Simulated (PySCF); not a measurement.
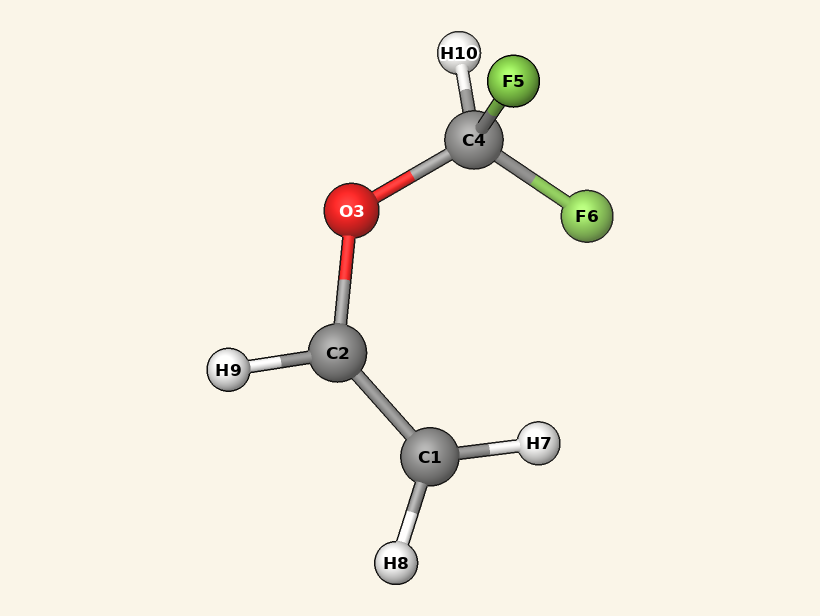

Geometry: an image of a reaction path computed with GFN2-xTB, not a minimum. Electric field gradients from the ground-state density, B3LYP/pcJ-1 (PySCF 2.14.0), non-relativistic apart from any core potentials.

Give the largest field-gradient component, the quadrupole coupling constant and the asymmetry for 17O at O3 (Q = −25.6 mb).

```
atom  V_zz (a.u.)  e²qQ/h (MHz)     η
  O3        1.936        −11.65  0.53
```
